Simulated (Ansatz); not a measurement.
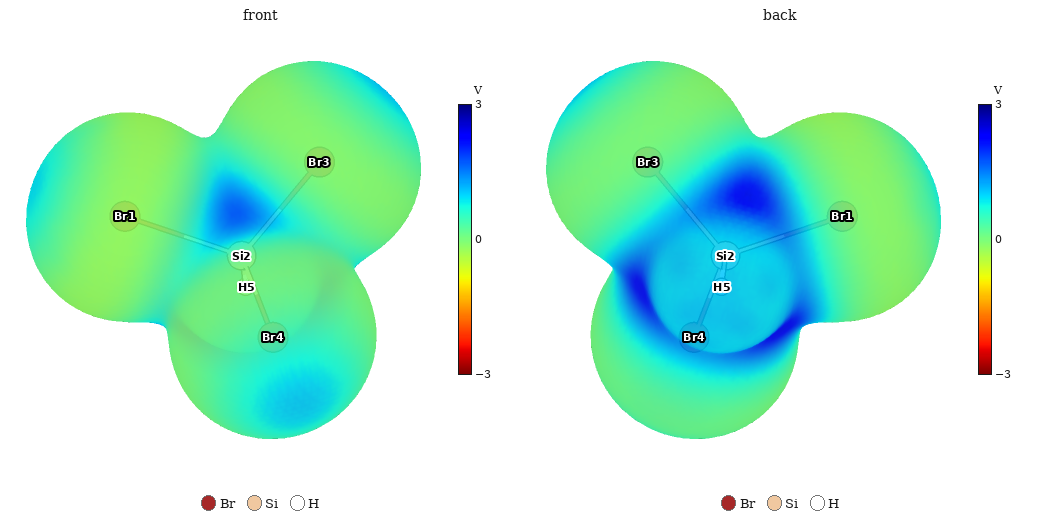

Figure. Br₃HSi. The molecular electrostatic potential painted on the density surface at 0.004 e/bohr³, seen from the front and from behind; red is negative and blue positive.

Not at a stationary point (largest force 1.0 eV/Å).

Computed with Ansatz 0.2.0, SCF B3LYP, Gaussian basis.

```yaml
atoms:
  - { symbol: Br, position_ang: [1.2010, -1.2743, 1.3674] }
  - { symbol: Si, position_ang: [-0.1160, 0.0571, 0.0792] }
  - { symbol: Br, position_ang: [1.1182, 1.5986, -0.8985] }
  - { symbol: Br, position_ang: [-1.0026, -1.1656, -1.4826] }
  - { symbol: H, position_ang: [-1.1508, 0.7105, 0.8931] }
```

Question: Describe the electrostatic potential map.

Answer: The most negative region (about −0.2 V) lies over Br1, the most positive (about +2.3 V, or +53 kcal/mol for a unit charge) over Si2. Br1 shows a σ-hole: about +0.9 V, or +21 kcal/mol for a unit charge at the tip opposite its bond, against about −0.2 V on its flanks. Br3 shows a σ-hole: about +1.0 V, or +23 kcal/mol for a unit charge at the tip opposite its bond, against about 0.0 V on its flanks. Br4 shows a σ-hole: about +1.1 V, or +25 kcal/mol for a unit charge at the tip opposite its bond, against about 0.0 V on its flanks.
